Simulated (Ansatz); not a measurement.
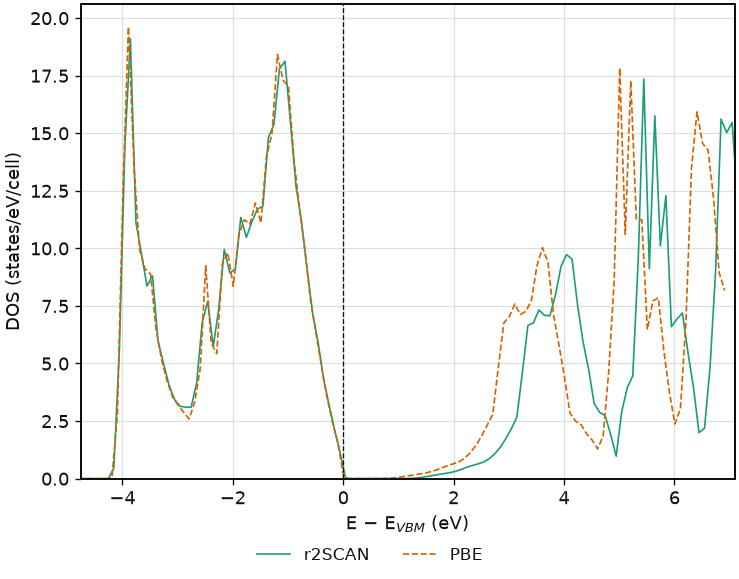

Total densities of states of Cd₃Se₂S, space group P6_3mc (No. 186), 12 atoms in the cell, by two methods on the same cell. Each is counted from its own valence-band top.

What changes from one method to the other?

r2SCAN gives a gap of 1.09 eV and PBE gives a gap of 0.62 eV.

Settings. r2SCAN: DFT r2SCAN, scalar-relativistic, plane waves, PAW, no spin polarisation, 6×6×2 k mesh, 500 eV cutoff, Gaussian smearing of 0.02 eV (Ansatz). PBE: DFT PBE, scalar-relativistic, plane waves, PAW, no spin polarisation, 6×6×2 k mesh, 420 eV cutoff, Gaussian smearing of 0.02 eV (Ansatz 0.2.0).

The structure is an invented one, so it need not be a known or stable phase.
